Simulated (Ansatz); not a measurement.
# BNH2F (SMILES N[B]F) at U-revPBE/STO-3G

Aim: the electronic atomisation energy of BNH2F at U-revPBE/STO-3G, from 5 runs. 

The calculation is run with Ansatz 0.2.0.

78 further runs of the same task are left out: 78 set aside as unsound or not needed.

### 1 The molecule

BNH2F: 5 atoms, total charge 0, spin state doublet. SMILES: `N[B]F`. The shape is that of a PBE0-D4/def2-TZVP optimisation. This is one conformer, not always the lowest.

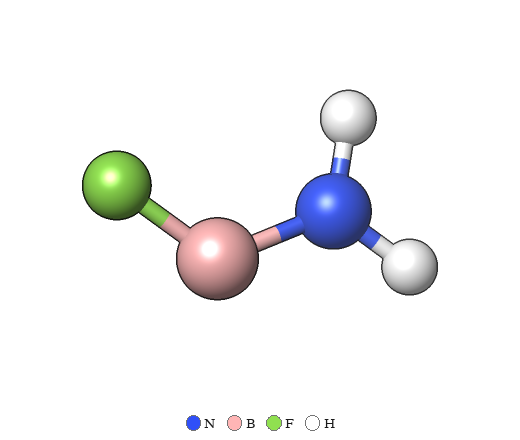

Viewed from a chosen angle; nitrogen blue, boron pink, fluorine green, hydrogen white.

### 2 The energy at U-revPBE/STO-3G

File in.yaml:

```yaml
crystal:
  periodic: [false, false, false]
  atoms:
    - {symbol: N, position_ang: [-0.315200, 0.284600, -0.298300]}
    - {symbol: B, position_ang: [0.256800, -0.904700, 0.119300]}
    - {symbol: F, position_ang: [1.186500, -0.957100, 1.060600]}
    - {symbol: H, position_ang: [-1.019600, 0.322000, -1.012000]}
    - {symbol: H, position_ang: [-0.058500, 1.181700, 0.088900]}
basis:
  gaussian: {orbitals: STO-3G}
magnetization: {spin_polarized: true, initial_magnetization: 1}
accuracy: high
hamiltonian: {xc: {name: revPBE}}
```

The run is started by

```console
$ ansatz run in.yaml --threads 1 --pin off --max-ram 2610MiB --events-out events.jsonl --progress --plain --runs-dir runs
```

What it wrote:

```text
Warning: RAYON_NUM_THREADS=1 ignored (pool sized by the plan → 1); use --threads N
Functional definition: revPBE
  name "revPBE"
  parameter kappa = 1.245
  parameter beta = 0.06672455060314922
  exchange = pbe_x(kappa = kappa, mu = beta*pi^2/3)
  correlation = pbe_c(beta = beta)
295 factors; integrals over basis functions are off by at most 4.6e-8 eV
mean field evaluation 1: about -4845.8135 eV, gradient 1.1e1 eV
mean field evaluation 2: about -4844.5652 eV, gradient 1.9e1 eV
mean field evaluation 4: about -4846.5732 eV, gradient 7.6e-1 eV
mean field evaluation 8: about -4846.5255 eV, gradient 1.9e-2 eV
mean field evaluation 16: about -4846.5255 eV, gradient 2.1e-7 eV
mean field -4846.52553832 eV, -178.1065284401 hartree, gradient 3.5e-8 eV, S^2 0.752844; 0 other end points of the search recorded, 0 dependent functions left out
reference -4846.52554050 eV, -178.1065285203 hartree; 12, 11 occupied and 5, 6 virtual orbitals, 295 factors
Total energy: -4846.52554050 eV, -178.1065285203 hartree
```

Run time: 1.2 s. Hardware: 1 thread of Arm Neoverse V2, shared host; peak memory 0.12 GiB.

### 3 The B atom

File input.yaml:

```yaml
crystal:
  periodic: [false, false, false]
  atoms:
    - {symbol: B, position_ang: [0.000000, 0.000000, 0.000000]}
basis:
  gaussian:
    orbitals: STO-3G
magnetization:
  spin_polarized: true
  initial_magnetization: 1
hamiltonian:
  xc: {name: revPBE}
accuracy: high
```

The run is started by

```console
$ ansatz run input.yaml --threads 1 --pin off --max-ram 2610MiB --events-out events.jsonl --progress --plain --runs-dir runs
```

What it wrote:

```text
Warning: RAYON_NUM_THREADS=1 ignored (pool sized by the plan → 1); use --threads N
Functional definition: revPBE
  name "revPBE"
  parameter kappa = 1.245
  parameter beta = 0.06672455060314922
  exchange = pbe_x(kappa = kappa, mu = beta*pi^2/3)
  correlation = pbe_c(beta = beta)
15 factors; integrals over basis functions are off by at most 8.9e-10 eV
mean field evaluation 1: about -660.3698 eV, gradient 1.3e-6 eV
mean field evaluation 2: about -660.3697 eV, gradient 4.5e-6 eV
mean field evaluation 4: about -660.3697 eV, gradient 1.0e-6 eV
mean field evaluation 8: about -660.3696 eV, gradient 0.0e0 eV
mean field evaluation 16: about -660.3240 eV, gradient 5.5e0 eV
mean field -660.36973178 eV, -24.2681400284 hartree, gradient 0.0e0 eV, S^2 0.750000; 2 other end points of the search recorded, 0 dependent functions left out
reference -660.36973334 eV, -24.2681400856 hartree; 3, 2 occupied and 2, 3 virtual orbitals, 15 factors
Total energy: -660.36973334 eV, -24.2681400856 hartree
```

Run time: 0.26 s. Hardware: 1 thread of Arm Neoverse V2, shared host.

### 4 The F atom at the same level

File in.yaml:

```yaml
crystal:
  periodic: [false, false, false]
  atoms:
    - {symbol: F, position_ang: [0.000000, 0.000000, 0.000000]}
basis:
  gaussian:
    orbitals: STO-3G
magnetization:
  spin_polarized: true
  initial_magnetization: 1
hamiltonian:
  xc: {name: revPBE}
accuracy: high
```

Run the same way, it converges to -98.24365 Eh (log not shown).

### 5 The H atom at the same level

File job.yaml:

```yaml
crystal:
  periodic: [false, false, false]
  atoms:
    - symbol: H
      position_ang: [0.000000, 0.000000, 0.000000]
basis:
  gaussian: {orbitals: STO-3G}
accuracy: high
hamiltonian: {xc: {name: revPBE}}
magnetization: {spin_polarized: true, initial_magnetization: 1}
```

Run the same way, it converges to -0.47010 Eh (log not shown).

### 6 The N atom, same level

File run.yaml:

```yaml
crystal:
  periodic: [false, false, false]
  atoms:
    - {symbol: "N", position_ang: [0.000000, 0.000000, 0.000000]}
basis:
  gaussian:
    orbitals: STO-3G
accuracy: high
magnetization:
  spin_polarized: true
  initial_magnetization: 3
hamiltonian:
  xc: {name: revPBE}
```

Run the same way, it converges to -53.87487 Eh (log not shown).

### 7 What came out

Level: U-revPBE/STO-3G.

| quantity | value |
| --- | --- |
| molecule: total energy | -178.10653 Eh |
| molecule: ⟨S²⟩ | 0.753 |
| B atom: total energy | -24.26814 Eh |
| B atom: ⟨S²⟩ | 0.750 |
| F atom: total energy | -98.24365 Eh |
| F atom: ⟨S²⟩ | 0.750 |
| H atom: total energy | -0.47010 Eh |
| H atom: ⟨S²⟩ | 0.750 |
| N atom: total energy | -53.87487 Eh |
| N atom: ⟨S²⟩ | 3.750 |
| electronic atomisation energy | 21.216 eV |

What this shows: Taking the molecule apart into free atoms costs 21.22 eV (2047 kJ/mol), before zero-point energy and without spin-orbit coupling. In a minimal basis such a difference can be off by several eV, whatever the method.
